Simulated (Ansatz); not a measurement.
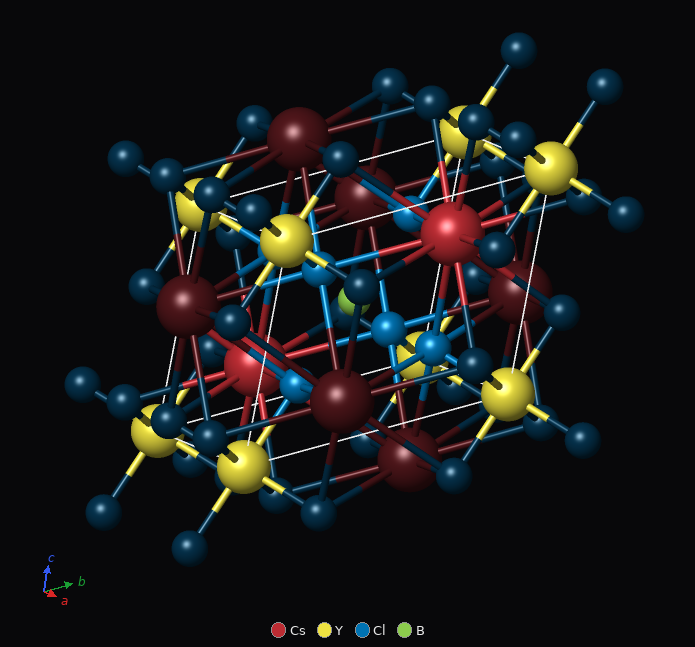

Shown here is a ball-and-stick view of the crystal, taken slightly off an axis. The wireframe shows the simulation cell. The bonded neighbours beyond the faces are included, in fainter colours.

```xyz
10
Lattice="0.0000 5.3168 5.3168 5.3168 0.0000 5.3168 5.3168 5.3168 0.0000" Properties=species:S:1:pos:R:3 pbc="T T T"
Cs    2.6584    2.6584    2.6584
Cs    7.9752    7.9752    7.9752
Y     0.0000    0.0000    0.0000
Cl    2.5935    5.3168    5.3168
Cl    5.3168    2.5935    5.3168
Cl    8.0400    5.3168    5.3168
Cl    5.3168    8.0400    5.3168
Cl    5.3168    5.3168    2.5935
Cl    5.3168    5.3168    8.0400
B     5.3168    5.3168    5.3168
```

Computational set-up: DFT, PAW plane waves, PBEsol, spin-orbit (Ansatz 0.2.0), a basis cut at 420 eV, a 4×4×4 mesh of k-points, cold smearing of 0.25 eV, no moments seeded, so the run stays non-magnetic, spinor wavefunctions.

Q: Predict the Bader charges.

A: Cs +0.87 e; Y +2.04 e; B +0.49 e; Cl -0.71 e. The transfer is large, as in an ionic solid.

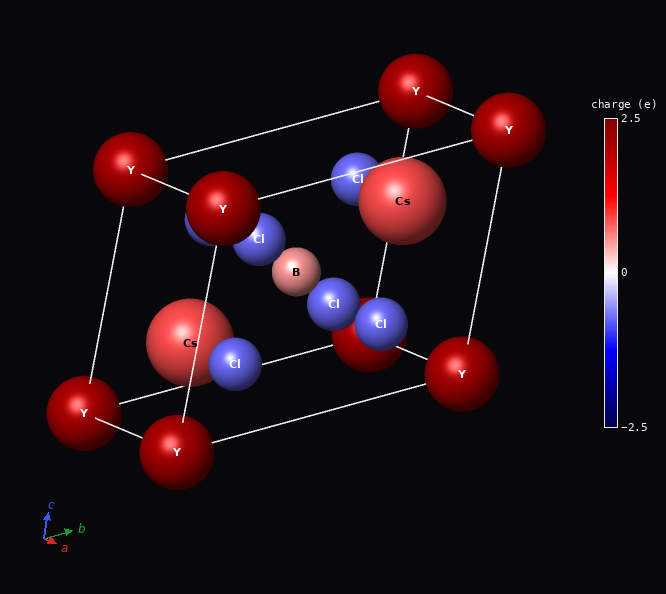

The atoms coloured by those charges.

The structure is a generated cell, made by putting these elements into a known structure type (the compound may or may not exist in this form); no relaxation was done. It was run through Ansatz as a DFT input.
